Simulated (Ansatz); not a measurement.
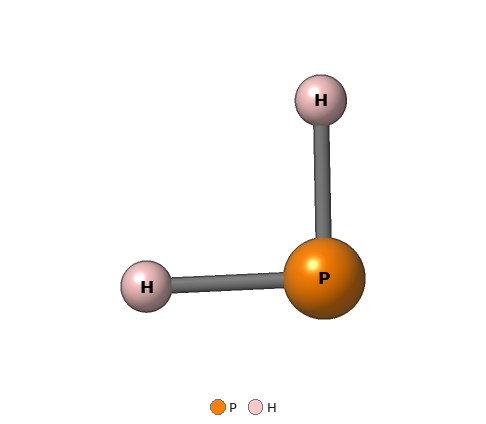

All atoms lie in one plane, which faces the viewer. State: neutral, doublet. The geometry was computed by an optimisation with PBE0-D4/def2-TZVP.

Which symmetry elements does this geometry have?

Answer. It has 1 C2 axis and 2 mirror planes, so the point group is C2v. The group has 4 operations. The geometry is achiral, and symmetry allows a dipole moment.
